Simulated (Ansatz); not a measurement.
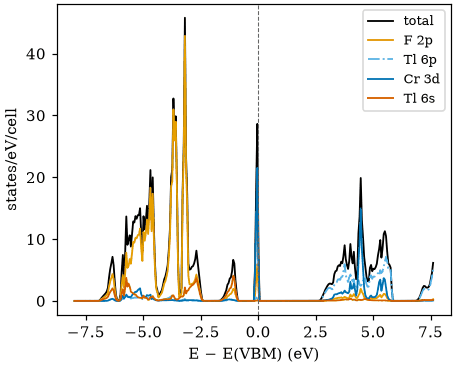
Fig. 1. Total and projected density of states of Tl₃CrF₆ in space group Fm-3m (No. 225; Cr on 4a, Tl on 8c, Tl on 4b, F on 24e), r²SCAN+D4 (plane waves, PAW; program Ansatz)

Which orbitals carry the states next to the gap?

Top 1 eV of the valence band: Cr 3d 70 %, F 2p 21 %. Bottom 1 eV of the conduction band: Tl 6p 66 %, Cr 3d 18 %, F 2p 8 %, F 2s 5 %. Projections are on Löwdin-orthogonalised atomic valence shells; empty p or d shells of many metals are not among them.

Where is the tallest occupied peak in this window, and what makes it?

Near -3.2 eV, about 46 states/eV per cell; the largest projected share is F 2p.

The first step of the workflow began from a Materials Project structure, measured or hypothetical; the Crystallography Open Database copy checked does not list it. Whether it is the stable phase at ambient conditions was not checked. The r²SCAN+D4 relaxation kept the symmetry of its start; its stability against distortions is not shown here. Spin order of the final state: ferromagnetic, chosen from 3 collinear starts compared on coarse meshes (ties went to the first, and starts can fall back to one state), not a proven ground state. Other orbital occupations within this spin state were not tried. No Hubbard U is applied. Spin–orbit coupling is left out wherever it is not named.

Potentials: the later of the program's two PAW sets.
